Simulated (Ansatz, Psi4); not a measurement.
## PF3 (phosphorus trifluoride): a line through the functionals

The species is PF3 (4 atoms), meant as a singlet with charge 0. As SMILES, `FP(F)F`. The shape is that of a PBE0-D4/def2-TZVP optimisation.

The electronic atomisation energy y, in eV, basis 6-311+G(d,p); a is the functional's share of exact exchange. Programs: Ansatz 0.2.0, Psi4 1.11.

| functional | program | a | y (eV) |
| --- | --- | --- | --- |
| r2SCAN | Psi4 | 0 | 14.42 |
| TPSS | Psi4 | 0 | 14.49 |
| B3LYP | Psi4 | 0.2 | 14.20 |
| r2SCAN0 | Ansatz | 0.25 | ? |
| PBE0 | Psi4 | 0.25 | 14.09 |
| BHLYP | Psi4 | 0.5 | 13.14 |

**Question.** Fit y = c + s·a to the known rows and predict r2SCAN0.

**Answer.** 
1. Means of the 5 rows: a = 0.1900, y = 14.068.
2. Σ(Δa)² = 0.172, Σ(Δa·Δy) = -0.4321, so the slope is -0.4321/0.172 = -2.5122.
3. Intercept: 14.068 − (-2.5122) × 0.1900 = 14.545. The largest residual of the fit is 0.17.
4. r2SCAN0: 14.545 + (-2.5122) × 0.25 = 13.92 eV.

The run gave 13.67 eV, so the prediction is off by +0.25 eV, about the largest residual.

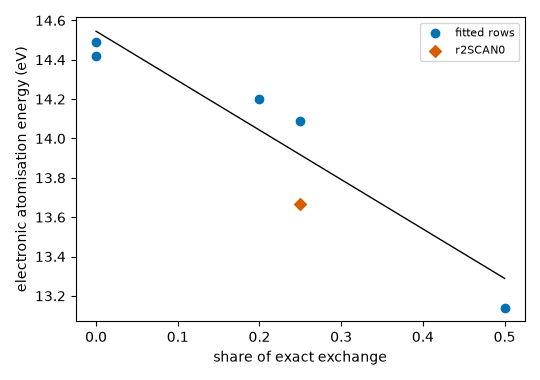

The fitted line, with the withheld row.
